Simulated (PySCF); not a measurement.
# C5H9NOSi: electronic excitations

Aim: predict the electronic excitations of C5H9NOSi (`COC[C@]1(C#N)C[SiH2]1`).

The runs use PySCF 2.14.0, with density-fitted response routines of our own; the level of theory stands in each step. All values are computed, except where a source is named. Atoms are numbered from 0 throughout.

## (1) The starting structure

17 atoms, charge 0, multiplicity 1; geometry from: GFN2-xTB.

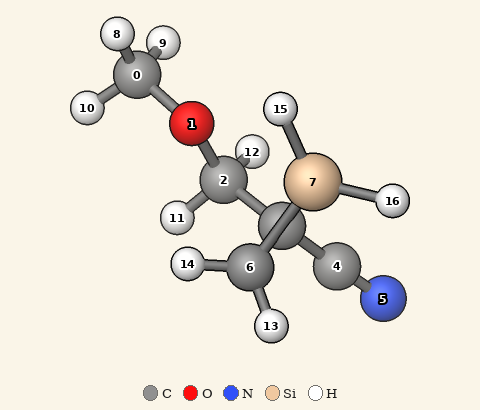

As it starts; carbon grey, oxygen red, nitrogen blue, silicon light orange, hydrogen white, atoms numbered; sticks join atoms by distance.

## (2) Ultraviolet spectrum: B3LYP/def2-SVPD

What the job is given:

```
{"job": {"kind": "uv", "xc": "B3LYP", "basis": "def2-SVPD", "nstates": 8, "ntriplets": 3}, "charge": 0, "multiplicity": 1}
C      2.481792    -0.749798    -0.174868
O      1.101716    -0.623007     0.041706
C      0.553750     0.572155    -0.462866
C     -0.928086     0.537954    -0.178845
C     -1.696557     1.405957    -0.973439
N     -2.342018     2.089451    -1.634211
C     -1.330132     0.404871     1.304311
Si    -1.660814    -1.165298     0.333856
H      2.778981    -1.707929     0.247113
H      2.717549    -0.731853    -1.246067
H      3.037788     0.055547     0.320847
H      1.031223     1.443296     0.019503
H      0.735064     0.649205    -1.547422
H     -2.150237     1.041098     1.612755
H     -0.495919     0.458614     1.990053
H     -0.804127    -2.321539     0.436649
H     -3.036972    -1.346694    -0.098986
```

Method: TDDFT B3LYP/def2-SVPD, vertical, gas phase, core orbitals frozen in the response.

Launch:

```console
> OMP_NUM_THREADS=1 python probes_run.py task.json out
```

One launch serves the whole session: the jobs run in the order shown.

Output:

```text
coarse grid: 14784 points
cycle   1  E = -614.8389902933  dE =  1.005e+00  |g| = 6.872e-01  |ddm| = 6.700e+00
cycle   2  E = -614.5902361443  dE =  2.488e-01  |g| = 1.279e+00  |ddm| = 2.767e+00
cycle   3  E = -614.9366604984  dE = -3.464e-01  |g| = 2.080e-01  |ddm| = 1.945e+00
cycle   4  E = -614.9445571358  dE = -7.897e-03  |g| = 9.860e-02  |ddm| = 3.600e-01
cycle   5  E = -614.9466935105  dE = -2.136e-03  |g| = 2.246e-02  |ddm| = 1.510e-01
cycle   6  E = -614.9468048910  dE = -1.114e-04  |g| = 6.404e-03  |ddm| = 5.120e-02
cycle   7  E = -614.9468151357  dE = -1.024e-05  |g| = 1.795e-03  |ddm| = 1.478e-02
cycle   8  E = -614.9468158915  dE = -7.559e-07  |g| = 3.200e-04  |ddm| = 3.591e-03
final grid: 138520 points
cycle   9  E = -615.0483096615  dE = -4.437e-05  |g| = 5.347e-03  |ddm| = 1.589e-01
cycle  10  E = -615.0483042498  dE =  5.412e-06  |g| = 7.329e-03  |ddm| = 2.200e-02
cycle  11  E = -615.0483162490  dE = -1.200e-05  |g| = 1.221e-03  |ddm| = 1.050e-02
cycle  12  E = -615.0483165547  dE = -3.057e-07  |g| = 4.239e-04  |ddm| = 1.968e-03
cycle  13  E = -615.0483165867  dE = -3.193e-08  |g| = 1.789e-04  |ddm| = 7.035e-04
cycle  14  E = -615.0483165936  dE = -6.925e-09  |g| = 3.905e-05  |ddm| = 2.998e-04
cycle  15  E = -615.0483165940  dE = -3.738e-10  |g| = 1.172e-05  |ddm| = 8.921e-05
converged SCF energy = -615.0483165940

Static polarisability (au): isotropic 95.969, principal 79.949 97.975 109.984

Singlet excitations
state   eV       nm        f      main configurations
  1   5.7686    214.9   0.17288   H->L 0.90
  2   6.1775    200.7   0.00277   H-1->L 0.95
  3   6.3851    194.2   0.03589   H->L+3 0.75
  4   6.4605    191.9   0.03723   H->L+2 0.59, H->L+1 0.27
  5   6.5144    190.3   0.01291   H->L+1 0.42, H->L+2 0.31, H-2->L 0.21
  6   6.5923    188.1   0.00795   H-2->L 0.64, H->L+1 0.21
  7   6.9284    179.0   0.00495   H->L+5 0.54, H->L+4 0.23, H->L+3 0.09
  8   7.0140    176.8   0.03088   H-1->L+1 0.94

Triplet excitations (Tamm-Dancoff, eV): 4.5824 5.6717 6.0190
```

It took 84 s on 1 thread of Arm Neoverse N1, shared host; peak memory 0.97 GiB.

Frontier orbitals and where they lie:

```csv
orbital,eV,atoms
HOMO−3,-9.33,"N5 38 %, C4 28 %, C3 7 %"
HOMO−2,-8.31,"C6 23 %, N5 22 %, C4 14 %"
HOMO−1,-7.80,"O1 52 %, C2 10 %, C0 8 %"
HOMO,-7.06,"C3 24 %, Si7 23 %, N5 15 %"
LUMO,-0.76,"Si7 40 %, H15 11 %, C3 10 %"
LUMO+1,0.19,"C0 24 %, Si7 10 %, C2 10 %"
LUMO+2,0.27,"Si7 19 %, H15 18 %, C6 13 %"
```

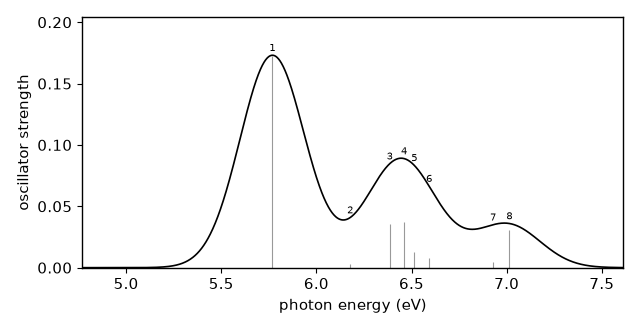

Absorption spectrum from the 8 singlet states computed; above the last one it falls off for lack of states. Lines are broadened to a width of 0.40 eV (Gaussian).

Ground-state properties from the same run:

```csv
property,computed
dipole moment (D),4.85
polarisability (Å³),14.22
HOMO–LUMO gap (eV),6.30
−ε(HOMO) (eV),7.06
```

## (3) Results

| quantity | value |
| --- | --- |
| lowest singlet (B3LYP/def2-SVPD) | 5.77 eV (215 nm), f = 0.173 |
| lowest triplet | 4.58 eV |

**Reading.** The first singlet state (HOMO→LUMO 0.90) lies at 5.77 eV and is bright. The lowest triplet lies 1.19 eV below the lowest singlet (triplets in Tamm-Dancoff, singlets in full TDDFT).
